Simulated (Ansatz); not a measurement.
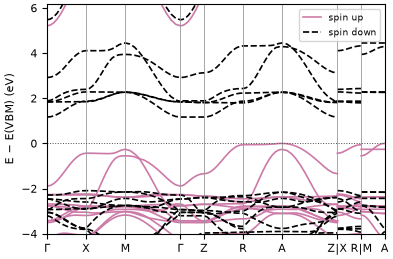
Band structure from DFT-r²SCAN in the program Ansatz with PAW potentials

Problem. Read off the gap and where the band edges lie.

Solution. About 1.2 eV (1.17 eV by a search for the band edges); maximum at A, minimum at Γ.

The material is RbFeF₄ in space group P4/mmm (No. 123; Rb on 1a, Fe on 1d, F on 2h, F on 2e).

The first step of the workflow began from a Materials Project structure, measured or hypothetical; the Crystallography Open Database copy checked does not list it. COD files the formula under space group No. 57, so this cell is another polymorph or a model. Its standing as an ambient phase is unchecked. Symmetry was held in the r²SCAN relaxation; whether a distortion lowers the energy is not shown. Spin order of the final state: ferromagnetic, the only order run, not a proven ground state. The cell computed holds one magnetic atom, so no antiferromagnetic order was within reach. Other orbital occupations within this spin state were not tried. No Hubbard U is applied. Spin–orbit coupling is left out wherever it is not named.

Potentials: the later of the program's two PAW sets.
